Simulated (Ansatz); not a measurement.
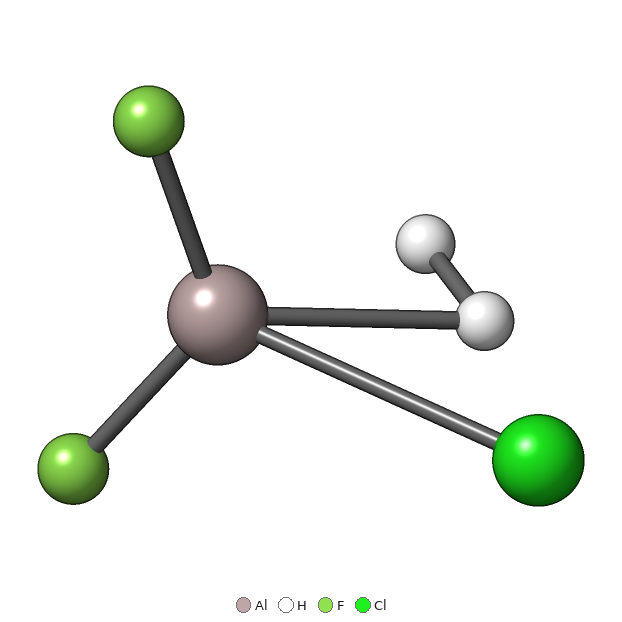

Sticks follow a distance rule. Harmonic vibrations computed with RKS PBE0-D4/def2-SVP (Ansatz 0.2.0) at a stationary point of the same level.

Is this a minimum or a saddle point?

Answer. A first-order saddle point: one imaginary frequency, 756i cm⁻¹.

How many vibrational modes are there, and where do they lie?

Answer. 12 modes: 756i, 148, 165, 245, 379, 397, 744, 807, 1013, 1217, 1498, 1860 cm⁻¹.
